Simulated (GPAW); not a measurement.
**Property calculation, with input and output: C$_{2}$H$_{2}$ClN**

C$_{2}$H$_{2}$ClN, computed with RPBE/real-space grid, scalar-relativistic datasets (GPAW 26.7.0).

The geometry comes from this level: GFN2-xTB.

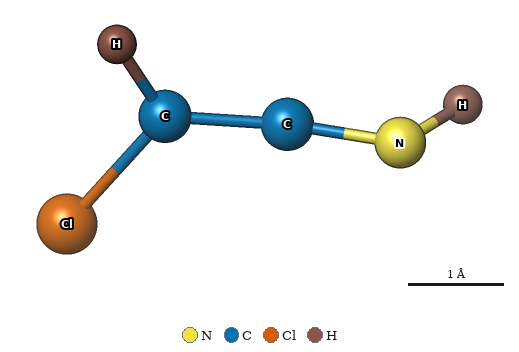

**Figure 1.** The input geometry (ball-and-stick view, seen at a tilt).

Summary:

- outcome: converged
- energy relative to the program's reference atoms: −32.9394 eV
- largest force: 1.853 eV/Å
- HOMO: −5.58 eV
- LUMO: −2.39 eV
- dipole moment: 1.94 D
- hardware: 1 thread of Arm Neoverse V2, 24 GiB of memory available, shared host
- wall time: 18 s
- peak memory: 0.54 GiB

Input (gs_sp.py):
```python
import numpy as np
from ase.io import read
from ase.units import Debye
from gpaw import GPAW

atoms = read('gs.xyz')
atoms.center(vacuum=4.5)

dft = GPAW(mode='fd', maxiter=100, h=0.2, xc='RPBE', txt='-')
atoms.calc = dft

energy = atoms.get_potential_energy()
print(f'Energy: {energy:.5f} eV')
forces = atoms.get_forces()
print('Forces (eV/Ang)')
for symbol, f in zip(atoms.symbols, forces):
    print(f'{symbol:2} {f[0]:9.4f} {f[1]:9.4f} {f[2]:9.4f}')
dipole = atoms.get_dipole_moment() / Debye
print(f'Dipole = {np.linalg.norm(dipole):.3f} D')
homo, lumo = dft.get_homo_lumo()
print(f'HOMO                    {homo:.3f} eV')
print(f'LUMO                    {lumo:.3f} eV')
print(f'Gap                     {lumo - homo:.3f} eV')
```

File gs.xyz:
```
6

N      0.695160     0.324630    -1.410830
C      0.188550     0.149130    -0.325560
C     -0.164270    -0.113820     0.896700
Cl    -0.825820    -1.666330     1.329420
H      0.185570     0.715270    -2.193220
H     -0.079180     0.591120     1.703490
```

Launch command:
```bash
python3 -u gs_sp.py | tee gs_sp.out
```

Output:
```
__  _  _
 | _ |_)|_||  |
 |__||  | ||/\| - 26.7.0

units:  Angstrom and eV
cores:  1
OpenMP: False

Versions:
  Python: 3.12.14
  ASE:    3.29.0
  Numpy:  2.5.5
  Scipy:  1.18.1
  Libxc:  7.0.0

        _gpaw.cpython-312-aarch64-linux-gnu.so

Input parameters:
  mode=FD(),
  h=0.2,
  maxiter=100,
  xc=XC(name='RPBE')

Diagonalizing LCAO Hamiltonian
Converting LCAO to fd mode
        .-------------------------.
       /|                         |
      / |                         |
     /  |                         |
    /   |                         |
   /    |                         |
  /     |                         |
 *      |                         |
 |      |         H               |
 |      |                         |
 |      |      ClC                |
 |      |          C              |
 |      |           N             |
 |      |          H              |
 |      |                         |
 |      |                         |
 |      .-------------------------.
 |     /                         /
 |    /                         /
 |   /                         /
 |  /                         /
 | /                         /
 |/                         /
 *-------------------------*

Atoms  # Å, Bohr magnetons
|   | symbol |        x |        y |        z |    initial magnetic moments |
|---|--------|----------|----------|----------|-----------------------------|
| 0 |      N | 6.020980 | 6.490960 | 5.282390 | ( 0.0000,  0.0000,  0.0000) |
| 1 |      C | 5.514370 | 6.315460 | 6.367660 | ( 0.0000,  0.0000,  0.0000) |
| 2 |      C | 5.161550 | 6.052510 | 7.589920 | ( 0.0000,  0.0000,  0.0000) |
| 3 |     Cl | 4.500000 | 4.500000 | 8.022640 | ( 0.0000,  0.0000,  0.0000) |
| 4 |      H | 5.511390 | 6.881600 | 4.500000 | ( 0.0000,  0.0000,  0.0000) |
| 5 |      H | 5.246640 | 6.757450 | 8.396710 | ( 0.0000,  0.0000,  0.0000) |

Unit cell  # Å
| periodic |         x |         y |         z |   lengths |    angles |
|----------|-----------|-----------|-----------|-----------|-----------|
|       no | 10.520980 |  0.000000 |  0.000000 | 10.520980 | 90.000000 |
|       no |  0.000000 | 11.381600 |  0.000000 | 11.381600 | 90.000000 |
|       no |  0.000000 |  0.000000 | 12.896710 | 12.896710 | 90.000000 |

Number of symmetries: 1
Symmetry operations  # r_c * U_cc + t_c -> r_c
|   | kind |            matrix            |
|---|------|------------------------------|
| 0 |  E   |  1, 0, 0,  0, 1, 0,  0, 0, 1 |

BZ-sampling:
  Number of BZ points: 1
  Number of IBZ points: 1

  Monkhorst-Pack size: [1, 1, 1]
  Monkhorst-Pack shift: [0, 0, 0]

K-points  # in reciprocal-cell coordinates
|   |                                coordinates |     weight |
|---|--------------------------------------------|------------|
| 0 | (  0.00000000,   0.00000000,   0.00000000) | 1.00000000 |

Uniform wave function grid shape: (np.int64(51), np.int64(55), np.int64(63))
Spin-components: 1 (collinear spins)
Bands:           18
Projectors:      26
Spin-degeneracy: 2
Datatype:        float64

  Storage: CPU
  Wave functions: 25_446_960 bytes (25_446_960 per core)

Parallelization:
  kpt:    1
  domain: 1
  band:   1

Density:
  Valence electrons: 22.0
  Components: 1
  Grid points: [52 56 64]
  Charge: 0.0  # |e|

Potential:
  Grid points: [52 56 64]

species:
  N:
    name:    Nitrogen
    Z:       7.0
    valence: 5
    core:    2
    charge:  0.0  # [|e|]
    file:    N.RPBE.gz
    compensation charges:
      type: gauss
      rc: 0.18  # [Å]
      lmax: 2
    cutoffs:
      filter: 1.11  # [Å]
      core: 0.96  # [Å]
    projectors
    | kind |    occ | energy [eV] | rcut [Å] |
    |------|--------|-------------|----------|
    |   2s |  2.000 |     -18.658 |    0.603 |
    |   2p |  3.000 |      -7.050 |    0.529 |
    |    s |        |       8.553 |    0.603 |
    |    p |        |      20.161 |    0.529 |
    |    d |        |       0.000 |    0.577 |

    Using partial waves for N as LCAO basis

  C:
    name:    Carbon
    Z:       6.0
    valence: 4
    core:    2
    charge:  0.0  # [|e|]
    file:    C.RPBE.gz
    compensation charges:
      type: gauss
      rc: 0.20  # [Å]
      lmax: 2
    cutoffs:
      filter: 1.14  # [Å]
      core: 1.14  # [Å]
    projectors
    | kind |    occ | energy [eV] | rcut [Å] |
    |------|--------|-------------|----------|
    |   2s |  2.000 |     -13.815 |    0.635 |
    |   2p |  2.000 |      -5.254 |    0.635 |
    |    s |        |      13.396 |    0.635 |
    |    p |        |      21.957 |    0.635 |
    |    d |        |       0.000 |    0.635 |

    Using partial waves for C as LCAO basis

  Cl:
    name:    Chlorine
    Z:       17.0
    valence: 7
    core:    10
    charge:  0.0  # [|e|]
    file:    Cl.RPBE.gz
    compensation charges:
      type: gauss
      rc: 0.25  # [Å]
      lmax: 2
    cutoffs:
      filter: 1.40  # [Å]
      core: 1.49  # [Å]
    projectors
    | kind |    occ | energy [eV] | rcut [Å] |
    |------|--------|-------------|----------|
    |   3s |  2.000 |     -20.687 |    0.794 |
    |   3p |  5.000 |      -8.572 |    0.794 |
    |    s |        |       6.524 |    0.794 |
    |    p |        |      18.639 |    0.794 |
    |    d |        |       0.000 |    0.794 |

    Using partial waves for Cl as LCAO basis

  H:
    name:    Hydrogen
    Z:       1.0
    valence: 1
    core:    0
    charge:  0.0  # [|e|]
    file:    H.RPBE.gz
    compensation charges:
      type: gauss
      rc: 0.15  # [Å]
      lmax: 2
    cutoffs:
      filter: 0.85  # [Å]
      core: 0.53  # [Å]
    projectors
    | kind |    occ | energy [eV] | rcut [Å] |
    |------|--------|-------------|----------|
    |   1s |  1.000 |      -6.572 |    0.476 |
    |    s |        |      20.639 |    0.476 |
    |    p |        |       0.000 |    0.476 |

    Using partial waves for H as LCAO basis

Reference energy: -16126.612457  # eV

eigensolver:
  PPCG
  Converge bands: occupied
  niter=2

density mixing:
  MSR1-Mixer
  Pratt-step length: 0.05
  Maximum mixing coefficient: 0.75
  Old densities: 10
  SVD Regularization: 0.005
  Good broyden scale: 1.0
  Trust region scale: 1.0
  Backstep threshold: 4.0
  History deletion threshold: 6.0
  Fourier metric: weight=20.0, sigma=0.015

occupation numbers:
  # Zero width

FastPoissonSolver using
    Stencil: 6*3+1=19 point O(h^6) finite-difference Laplacian
    FFT axes: []
    FST axes: [np.int64(0), np.int64(1), np.int64(2)]

xc functional:
  name: RPBE with 2 nearest neighbor stencil
interpolation: tri-quintic # 5. degree polynomial

Initialization done in: 1.331 s

convergence criteria:
- Maximum [total energy] change in last 3 cyles: 0.0005 eV / valence electron
- Maximum integral of absolute [dens]ity change: 0.0001 electrons / valence electron
- Maximum integral of absolute [eigenst]ate change: 4e-08 eV^2 / valence electron
maximum number of iterations: 100

SCF iterations
|iter     |     time |      energy | eigst |  dens |
|---------|----------|-------------|-------|-------|
|iter:   1| 00:00:02 |  -35.944842 | +1.14 |       |
|iter:   2| 00:00:03 |  -35.476871 | -0.07 | -0.75 |
|iter:   3| 00:00:04 |  -33.022181 | +0.24 | -0.79 |
|iter:   4| 00:00:05 |  -33.005628 | -0.12 | -1.33 |
|iter:   5| 00:00:06 |  -32.939132 | -0.89 | -1.58 |
|iter:   6| 00:00:08 |  -32.938665 | -1.66 | -1.87 |
|iter:   7| 00:00:09 |  -32.939270c| -2.65 | -2.50 |
|iter:   8| 00:00:10 |  -32.939387c| -3.37 | -2.87 |
|iter:   9| 00:00:11 |  -32.939397c| -4.07 | -3.42 |
|iter:  10| 00:00:12 |  -32.939400c| -4.77 | -3.85 |
|iter:  11| 00:00:13 |  -32.939400c| -5.39 | -4.21c|
|iter:  12| 00:00:14 |  -32.939400c| -6.01 | -4.84c|
|iter:  13| 00:00:15 |  -32.939400c| -6.60 | -5.17c|
|iter:  14| 00:00:16 |  -32.939400c| -7.17 | -5.69c|
|iter:  15| 00:00:17 |  -32.939400c| -7.73c| -6.02c|

Converged in 15 steps
SCF loop duration: 15.817 s (1.054 s/step)
Energy contributions relative to reference atoms: (reference = -16126.612457)

Energy contributions:
  Kinetic:          38.563722
  Coulomb:         -41.389099
  Zero:              1.091051
  External:          0.000000
  Xc:              -31.205074
  Entropy:           0.000000
  Spinorbit:         0.000000
  ----------------------------
  Free energy:     -32.939400
  Extrapolated:    -32.939400

dipole moment: (-0.112450, 0.346270, -0.173746)  # |e|*Ang

Fermi level: -3.985
Eigenvalues  # (at kpt = [0.000, 0.000, 0.000])
| band index |      eig [eV] | occ [0-2] |
|------------|---------------|-----------|
|          0 |       -23.879 |     2.000 |
|        ... |               |           |
|          3 |       -14.684 |     2.000 |
|          4 |       -12.854 |     2.000 |
|          5 |       -11.558 |     2.000 |
|          6 |        -9.965 |     2.000 |
|          7 |        -8.948 |     2.000 |
|          8 |        -8.443 |     2.000 |
|          9 |        -7.636 |     2.000 |
|         10 |        -5.578 |     2.000 |
|         11 |        -2.392 |     0.000 |
|         12 |        -0.733 |     0.000 |
|         13 |        -0.573 |     0.000 |
|         14 |         0.045 |     0.000 |
|         15 |         0.426 |     0.000 |
|         16 |         0.932 |     0.000 |
|         17 |         1.105 |     0.000 |

Gap: 3.185 eV
Transition (v -> c):
  (s=0, k=0, n=10, [0.00, 0.00, 0.00]) -> (s=0, k=0, n=11, [0.00, 0.00, 0.00])
No difference between direct/indirect transitions
vacuum-level: 0.000  # V
Energy: -32.93940 eV

Forces  # eV/Ang
|        x |        y |        z |
|----------|----------|----------|
|  1.40619 |  0.02051 | -1.20693 |  # N    0
| -0.22803 |  0.13794 | -0.09109 |  # C    1
| -0.39939 | -0.41058 |  1.06304 |  # C    2
| -0.10355 | -0.19168 |  0.03102 |  # Cl   3
| -0.44785 |  0.20748 | -0.24709 |  # H    4
|  0.03329 |  0.35239 |  0.27285 |  # H    5

Force computation time: 0.037  # s
Forces (eV/Ang)
N     1.4062    0.0205   -1.2069
C    -0.2280    0.1379   -0.0911
C    -0.3994   -0.4106    1.0630
Cl   -0.1036   -0.1917    0.0310
H    -0.4479    0.2075   -0.2471
H     0.0333    0.3524    0.2729
Dipole = 1.938 D
HOMO                    -5.578 eV
LUMO                    -2.392 eV
Gap                     3.185 eV
```

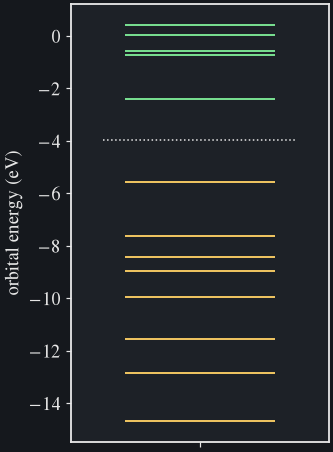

**Figure 2.** Orbital energies near the frontier; the dotted line parts filled from empty levels, and levels within 0.02 eV of each other stand side by side. Highest filled −5.58 eV, lowest empty −2.39 eV, 3.19 eV apart.
